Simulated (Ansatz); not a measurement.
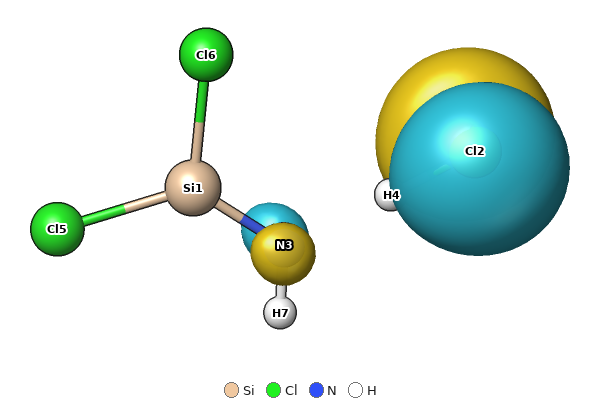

The picture shows: Cl2HNSi···HCl. One frontier orbital at ±0.1 Å⁻³ᐟ² (yellow and cyan are the two phases), seen at an oblique angle.

The product side of a reaction path; geometry: PBE0-D4/def2-TZVP.

Method: RKS PBE0-D4/def2-TZVPP (Ansatz 0.2.0).

```csv
atom,x (Å),y (Å),z (Å)
Si,-0.3029,0.6176,0.8666
Cl,0.6347,-2.4060,-1.6507
N,0.1795,0.3961,-0.6264
H,0.4409,-1.1492,-1.2242
Cl,-0.6918,2.3300,1.8437
Cl,-0.6047,-0.9531,2.0525
H,0.3444,1.1645,-1.2616
```

Which orbital is it: HOMO or LUMO?

Answer. The HOMO, at −7.96 eV. Its weight (Hirshfeld) is mainly on Cl2 (about 90 %); it changes sign across the molecular plane (π type).
